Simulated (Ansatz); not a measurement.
Consider NaF in the rock salt structure (space group Fm-3m, No. 225; a = 4.6291 Å). Axes: x, y, z lie along the cube axes.

The change: biaxial strain −0.83 %, plane normal [111], relaxed out of plane (Cartesian); in-plane vectors clamped, the third vector and the atoms free.

Method: PBEsol (Ansatz, a program for electronic structure), scalar-relativistic without spin-orbit coupling.

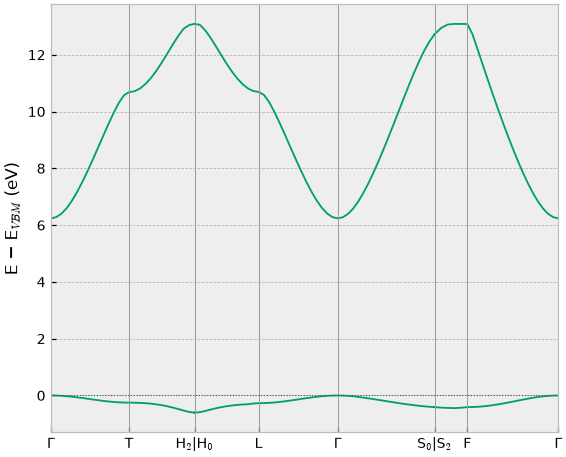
Highest valence and lowest conduction band along the path of the changed cell's own zone

The gap is 6.24 eV, direct at Γ; the base has 6.20 eV.

Stability against distortions was not tested. Labels are those of the standard path for the cell's own space group.
